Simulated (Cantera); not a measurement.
Input: 1 mol Al, a varied amount of Br₂, 19 mol N₂, held at 277 °C and 0.100 bar.

Cantera equilibrium calculation (NASA polynomials, part measured and part estimated; ideal gas, pure solids and liquids). Candidate condensed phases: Al, AlBr₃, AlN, Br₂; 10 gas species. Rates play no part.

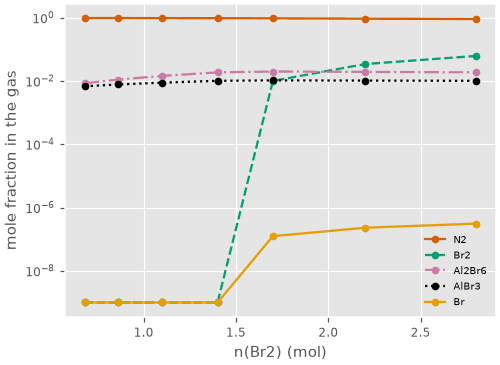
*Equilibrium gas composition (values under 1e-9 drawn at 1e-9)*

From 0.68 mol Br₂ to 1.4 mol Br₂ the condensed part is AlN(s). From 1.7 mol Br₂ to 2.8 mol Br₂ nothing is condensed. The main Al-bearing gas is Al₂Br₆ throughout.
